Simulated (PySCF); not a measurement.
# BH7N2Si: NMR shifts at several levels of theory, part 2 of 2

PySCF 2.14.0. Atoms count from 0. The steps go on from the part before.

**9. NMR shieldings: KT2/pcSseg-2**

The job: settings as JSON, then the geometry in Å.

```
{"job": {"kind": "nmr", "xc": "KT2", "basis": "pcSseg-2", "pop": false}, "charge": 0, "multiplicity": 1}
N      2.212477    -0.301442    -0.226243
B      0.950098     0.266698     0.023476
N     -0.276114    -0.427319    -0.211688
Si    -1.881289     0.218270    -0.000925
H      3.067227     0.202930    -0.043799
H      2.360082    -1.232582    -0.592071
H      0.905110     1.396364     0.461820
H     -0.211977    -1.369174    -0.588515
H     -2.542437     0.572801    -1.298370
H     -2.758449    -0.793510     0.668340
H     -1.790213     1.444326     0.840637
```

With the program's defaults for keys left out, this is: GIAO KT2/pcSseg-2 NMR shielding, non-relativistic, gas phase.

Standard output:

```text
coarse grid: 9176 points
cycle   1  E = -432.9060631984  dE =  1.413e-01  |g| = 6.423e-01  |ddm| = 2.143e+00
cycle   2  E = -432.6823943808  dE =  2.237e-01  |g| = 1.156e+00  |ddm| = 1.219e+00
cycle   3  E = -433.0006233708  dE = -3.182e-01  |g| = 1.049e-01  |ddm| = 9.030e-01
cycle   4  E = -433.0029160472  dE = -2.293e-03  |g| = 5.680e-02  |ddm| = 1.097e-01
cycle   5  E = -433.0035689886  dE = -6.529e-04  |g| = 1.905e-02  |ddm| = 3.802e-02
cycle   6  E = -433.0036546791  dE = -8.569e-05  |g| = 4.416e-03  |ddm| = 1.430e-02
cycle   7  E = -433.0036603432  dE = -5.664e-06  |g| = 8.996e-04  |ddm| = 4.873e-03
final grid: 82728 points
cycle   8  E = -433.0265594499  dE = -2.297e-04  |g| = 1.116e-02  |ddm| = 9.146e-02
cycle   9  E = -433.0265477992  dE =  1.165e-05  |g| = 1.088e-02  |ddm| = 1.080e-02
cycle  10  E = -433.0265659298  dE = -1.813e-05  |g| = 4.560e-03  |ddm| = 8.953e-03
cycle  11  E = -433.0265703884  dE = -4.459e-06  |g| = 7.642e-04  |ddm| = 2.710e-03
cycle  12  E = -433.0265705281  dE = -1.397e-07  |g| = 2.358e-04  |ddm| = 6.415e-04
cycle  13  E = -433.0265705377  dE = -9.600e-09  |g| = 1.035e-04  |ddm| = 1.578e-04
cycle  14  E = -433.0265705403  dE = -2.588e-09  |g| = 1.193e-05  |ddm| = 7.061e-05
cycle  15  E = -433.0265705403  dE = -3.865e-11  |g| = 2.296e-06  |ddm| = 1.440e-05
converged SCF energy = -433.0265705403

GIAO shielding tensors (ppm)
atom      isotropic    diamagn.    paramagn.     s11        s22        s33       span
  0 N      186.514     314.746    -128.231    122.115    202.305    235.123    113.008
  1 B       74.322     193.615    -119.293     43.771     75.194    104.001     60.230
  2 N      196.578     321.192    -124.613    128.282    222.753    238.700    110.418
  3 Si     401.397     879.884    -478.487    361.541    368.857    473.793    112.252
  4 H       28.555      29.920      -1.365     23.550     25.270     36.844     13.294
  5 H       28.877      31.697      -2.820     24.159     26.173     36.299     12.140
  6 H       26.930      30.511      -3.581     24.802     27.502     28.485      3.683
  7 H       29.658      33.925      -4.267     23.640     28.919     36.416     12.776
  8 H       26.271      28.003      -1.731     22.930     24.477     31.407      8.477
  9 H       26.312      28.134      -1.822     23.135     24.713     31.088      7.954
 10 H       26.294      28.706      -2.411     23.658     25.231     29.993      6.335
```

It took 18 s on 1 thread of AMD EPYC 9R45, shared host; peak memory 0.82 GiB.

Key values: δ N0 73.6, N2 63.5, B1 24.0, Si3 -50.4, H8 4.88, H6 4.25 ppm (means over like atoms).

**10. Nuclear shieldings: KT3/pcSseg-2**

Same as in step 9 but for these lines:

```diff
@@ -1,2 +1,2 @@
-{"job": {"kind": "nmr", "xc": "KT2", "basis": "pcSseg-2", "pop": false}, "charge": 0, "multiplicity": 1}
+{"job": {"kind": "nmr", "xc": "KT3", "basis": "pcSseg-2", "pop": false}, "charge": 0, "multiplicity": 1}
 N      2.212477    -0.301442    -0.226243
```

Method: GIAO KT3/pcSseg-2 NMR shielding, non-relativistic, gas phase.

Standard output:

```text
coarse grid: 9176 points
cycle   1  E = -432.5206265773  dE =  1.269e-01  |g| = 6.610e-01  |ddm| = 2.162e+00
cycle   2  E = -432.2819399715  dE =  2.387e-01  |g| = 1.185e+00  |ddm| = 1.334e+00
cycle   3  E = -432.6211062317  dE = -3.392e-01  |g| = 9.957e-02  |ddm| = 9.926e-01
cycle   4  E = -432.6231667451  dE = -2.061e-03  |g| = 5.708e-02  |ddm| = 1.106e-01
cycle   5  E = -432.6238283881  dE = -6.616e-04  |g| = 1.970e-02  |ddm| = 3.871e-02
cycle   6  E = -432.6239197737  dE = -9.139e-05  |g| = 4.770e-03  |ddm| = 1.458e-02
cycle   7  E = -432.6239260677  dE = -6.294e-06  |g| = 8.822e-04  |ddm| = 4.830e-03
final grid: 82728 points
cycle   8  E = -432.6430542796  dE = -2.365e-04  |g| = 1.052e-02  |ddm| = 7.553e-02
cycle   9  E = -432.6430566538  dE = -2.374e-06  |g| = 5.664e-03  |ddm| = 5.509e-03
cycle  10  E = -432.6430588939  dE = -2.240e-06  |g| = 2.050e-03  |ddm| = 3.689e-03
cycle  11  E = -432.6430597959  dE = -9.019e-07  |g| = 4.985e-04  |ddm| = 1.257e-03
cycle  12  E = -432.6430598518  dE = -5.597e-08  |g| = 1.454e-04  |ddm| = 4.519e-04
cycle  13  E = -432.6430598576  dE = -5.750e-09  |g| = 3.188e-05  |ddm| = 1.369e-04
cycle  14  E = -432.6430598579  dE = -3.070e-10  |g| = 4.535e-06  |ddm| = 3.518e-05
converged SCF energy = -432.6430598579

GIAO shielding tensors (ppm)
atom      isotropic    diamagn.    paramagn.     s11        s22        s33       span
  0 N      188.161     315.483    -127.322    127.388    201.175    235.921    108.534
  1 B       74.765     194.328    -119.563     44.296     75.613    104.386     60.089
  2 N      197.382     321.271    -123.888    133.365    221.519    237.263    103.899
  3 Si     408.655     879.110    -470.455    371.568    378.417    475.982    104.414
  4 H       28.753      29.875      -1.123     23.710     25.531     37.017     13.306
  5 H       29.084      31.755      -2.671     24.316     26.485     36.453     12.137
  6 H       27.205      30.934      -3.729     25.110     27.779     28.726      3.616
  7 H       29.871      34.002      -4.131     23.906     29.166     36.541     12.635
  8 H       26.637      28.410      -1.773     23.367     24.866     31.679      8.312
  9 H       26.692      28.525      -1.833     23.561     25.113     31.402      7.841
 10 H       26.685      29.253      -2.568     24.044     25.635     30.376      6.332
```

Wall time 17 s (1 thread of AMD EPYC 9R45, shared host); peak memory 0.73 GiB.

This run: δ N0 70.5, N2 61.3, B1 23.9, Si3 -50.4, H8 4.68, H6 4.15 ppm (means over like atoms).

**11. NMR shieldings: B97-D/pcSseg-2**

Same as in step 10 but for these lines:

```diff
@@ -1,2 +1,2 @@
-{"job": {"kind": "nmr", "xc": "KT3", "basis": "pcSseg-2", "pop": false}, "charge": 0, "multiplicity": 1}
+{"job": {"kind": "nmr", "xc": "B97-D", "basis": "pcSseg-2", "pop": false}, "charge": 0, "multiplicity": 1}
 N      2.212477    -0.301442    -0.226243
```

Level: GIAO B97-D/pcSseg-2 NMR shielding, non-relativistic, gas phase.

Standard output:

```text
coarse grid: 9176 points
cycle   1  E = -428.0235928227  dE =  1.113e-01  |g| = 6.698e-01  |ddm| = 2.238e+00
cycle   2  E = -427.7835204278  dE =  2.401e-01  |g| = 1.212e+00  |ddm| = 1.229e+00
cycle   3  E = -428.1224431894  dE = -3.389e-01  |g| = 1.043e-01  |ddm| = 9.216e-01
cycle   4  E = -428.1247126758  dE = -2.269e-03  |g| = 5.843e-02  |ddm| = 1.071e-01
cycle   5  E = -428.1253935163  dE = -6.808e-04  |g| = 2.052e-02  |ddm| = 3.836e-02
cycle   6  E = -428.1254876424  dE = -9.413e-05  |g| = 5.242e-03  |ddm| = 1.401e-02
cycle   7  E = -428.1254952015  dE = -7.559e-06  |g| = 8.271e-04  |ddm| = 5.144e-03
final grid: 82728 points
cycle   8  E = -428.1286599771  dE = -1.042e-04  |g| = 8.915e-03  |ddm| = 4.715e-02
cycle   9  E = -428.1286354734  dE =  2.450e-05  |g| = 1.335e-02  |ddm| = 1.126e-02
cycle  10  E = -428.1286723426  dE = -3.687e-05  |g| = 2.236e-03  |ddm| = 7.617e-03
cycle  11  E = -428.1286731988  dE = -8.562e-07  |g| = 8.233e-04  |ddm| = 1.652e-03
cycle  12  E = -428.1286733556  dE = -1.568e-07  |g| = 1.802e-04  |ddm| = 5.561e-04
cycle  13  E = -428.1286733618  dE = -6.185e-09  |g| = 7.298e-05  |ddm| = 1.380e-04
cycle  14  E = -428.1286733630  dE = -1.185e-09  |g| = 8.612e-06  |ddm| = 4.914e-05
cycle  15  E = -428.1286733630  dE = -2.149e-11  |g| = 1.403e-06  |ddm| = 1.004e-05
converged SCF energy = -428.1286733630

GIAO shielding tensors (ppm)
atom      isotropic    diamagn.    paramagn.     s11        s22        s33       span
  0 N      185.966     316.398    -130.432    124.166    200.837    232.894    108.728
  1 B       71.340     194.210    -122.870     39.747     71.509    102.763     63.016
  2 N      195.011     322.234    -127.223    129.921    221.268    233.844    103.923
  3 Si     390.016     877.880    -487.864    351.543    359.977    458.528    106.985
  4 H       28.820      30.062      -1.242     23.820     25.704     36.937     13.117
  5 H       29.161      31.881      -2.720     24.406     26.669     36.406     12.000
  6 H       27.163      31.014      -3.851     25.143     27.573     28.774      3.631
  7 H       29.915      34.128      -4.213     24.031     29.286     36.427     12.396
  8 H       26.603      28.443      -1.840     23.360     24.847     31.601      8.241
  9 H       26.662      28.581      -1.920     23.554     25.090     31.341      7.786
 10 H       26.660      29.140      -2.480     24.022     25.630     30.329      6.308
```

Wall time 18 s (1 thread of AMD EPYC 9R45, shared host); peak memory 0.73 GiB.

This run: δ N0 71.9, N2 62.9, B1 25.0, Si3 -53.5, H8 4.75, H6 4.23 ppm (means over like atoms).

**12. NMR shieldings: B3LYP/pcSseg-2**

Same as in step 11 but for these lines:

```diff
@@ -1,2 +1,2 @@
-{"job": {"kind": "nmr", "xc": "B97-D", "basis": "pcSseg-2", "pop": false}, "charge": 0, "multiplicity": 1}
+{"job": {"kind": "nmr", "xc": "B3LYP", "basis": "pcSseg-2", "pop": false}, "charge": 0, "multiplicity": 1}
 N      2.212477    -0.301442    -0.226243
```

Level: GIAO B3LYP/pcSseg-2 NMR shielding, non-relativistic, gas phase.

Standard output:

```text
coarse grid: 9176 points
cycle   1  E = -428.1821721895  dE =  1.274e-01  |g| = 5.897e-01  |ddm| = 2.200e+00
cycle   2  E = -428.0941213966  dE =  8.805e-02  |g| = 8.616e-01  |ddm| = 8.613e-01
cycle   3  E = -428.2567283487  dE = -1.626e-01  |g| = 6.675e-02  |ddm| = 5.496e-01
cycle   4  E = -428.2575449188  dE = -8.166e-04  |g| = 3.289e-02  |ddm| = 5.680e-02
cycle   5  E = -428.2577603648  dE = -2.154e-04  |g| = 1.115e-02  |ddm| = 2.119e-02
cycle   6  E = -428.2577850031  dE = -2.464e-05  |g| = 2.558e-03  |ddm| = 6.401e-03
cycle   7  E = -428.2577866471  dE = -1.644e-06  |g| = 3.123e-04  |ddm| = 2.241e-03
final grid: 82728 points
cycle   8  E = -428.2689833943  dE = -4.195e-05  |g| = 6.218e-03  |ddm| = 2.278e-02
cycle   9  E = -428.2689736727  dE =  9.722e-06  |g| = 9.255e-03  |ddm| = 7.197e-03
cycle  10  E = -428.2689909368  dE = -1.726e-05  |g| = 3.240e-04  |ddm| = 4.420e-03
cycle  11  E = -428.2689909502  dE = -1.343e-08  |g| = 1.604e-04  |ddm| = 2.870e-04
cycle  12  E = -428.2689909540  dE = -3.723e-09  |g| = 7.523e-05  |ddm| = 1.048e-04
cycle  13  E = -428.2689909551  dE = -1.136e-09  |g| = 9.196e-06  |ddm| = 3.875e-05
cycle  14  E = -428.2689909551  dE = -2.171e-11  |g| = 1.632e-06  |ddm| = 7.656e-06
converged SCF energy = -428.2689909551

GIAO shielding tensors (ppm)
atom      isotropic    diamagn.    paramagn.     s11        s22        s33       span
  0 N      185.100     315.821    -130.722    119.449    201.990    233.860    114.411
  1 B       68.313     191.722    -123.409     35.178     66.673    103.087     67.909
  2 N      193.646     322.120    -128.473    125.438    222.096    233.404    107.966
  3 Si     378.932     876.482    -497.549    340.159    348.461    448.176    108.017
  4 H       28.774      30.276      -1.502     23.674     25.621     37.028     13.354
  5 H       29.115      31.956      -2.840     24.210     26.679     36.458     12.248
  6 H       27.142      30.844      -3.701     25.051     27.579     28.797      3.745
  7 H       29.886      34.119      -4.233     23.897     29.330     36.432     12.535
  8 H       26.667      28.264      -1.597     23.426     24.897     31.677      8.250
  9 H       26.708      28.405      -1.698     23.595     25.099     31.428      7.833
 10 H       26.669      28.852      -2.183     23.977     25.609     30.422      6.444
```

Wall time 11 s (1 thread of AMD EPYC 9R45, shared host); peak memory 0.9 GiB.

In short: δ N0 73.4, N2 64.9, B1 28.1, Si3 -54.3, H8 4.71, H6 4.25 ppm (means over like atoms).

**13. Run by run: NMR shifts**

Shifts (ppm) of some atoms, chosen among heavy atoms and hydrogens apart, means over like atoms, with basis size and wall time:

```
           run    H8    H6    H7    N0    N2    B1    Si3  functions   time
   HF/pcSseg-2  4.36  4.05  1.40  57.9  45.9  31.1  -49.4        249  6.3 s
  LDA/pcSseg-2  5.16  4.52  1.74  86.0  76.5  27.2  -52.0        249   15 s
  PBE/pcSseg-2  4.94  4.39  1.59  78.9  69.5  25.5  -52.1        249   18 s
 BLYP/pcSseg-2  4.83  4.30  1.51  77.3  70.5  26.1  -57.3        249   18 s
 BP86/pcSseg-2  4.92  4.36  1.58  77.2  67.5  25.5  -52.2        249   18 s
 OPBE/pcSseg-2  4.84  4.37  1.62  74.7  63.2  24.3  -46.0        249   18 s
  KT2/pcSseg-2  4.88  4.25  1.52  73.6  63.5  24.0  -50.4        249   18 s
  KT3/pcSseg-2  4.68  4.15  1.48  70.5  61.3  23.9  -50.4        249   17 s
B97-D/pcSseg-2  4.75  4.23  1.48  71.9  62.9  25.0  -53.5        249   18 s
B3LYP/pcSseg-2  4.71  4.25  1.50  73.4  64.9  28.1  -54.3        249   11 s
```

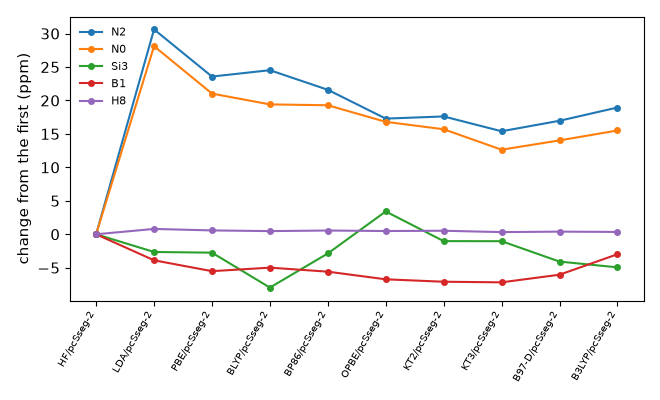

How five of the tabulated atoms move from run to run.

**14. Summary of results**

What follows sums up all 2 parts.

```
                                                            quantity                       value
                                                         point group                          C1
                                rotational constants (main isotopes)       30.18, 2.37, 2.25 GHz
1H shifts against TMS (HF/pcSseg-2, means over atoms taken as alike)  4.36, 4.05, 2.43, 1.40 ppm
                                15N shifts against NH3 (HF/pcSseg-2)              57.9, 45.9 ppm
                           11B shifts against BF3·OEt2 (HF/pcSseg-2)                    31.1 ppm
                               29Si shifts against TMS (HF/pcSseg-2)                   -49.4 ppm
                                            range of the shift of N2            45.9 to 76.5 ppm
```

**Reading.** Single values in the summary come from the first sound run of each kind (HF/pcSseg-2), which need not be the best level. The start of the PBE0/def2-SVP relaxation was shaken at random by about 0.01 Å, so part of the energy gained, and of the first lengths quoted, undoes that. The optimisation took 8 steps and gained 0.177 eV; among the close pairs (by a distance rule), N2–Si3 changed most, from 1.678 to 1.743 Å. No frequency check was run at this level, so the end point may be a saddle. In ppm, N2 moves most: its shift spreads over 30.6 ppm, from 45.9 (HF/pcSseg-2) to 76.5 (LDA/pcSseg-2).
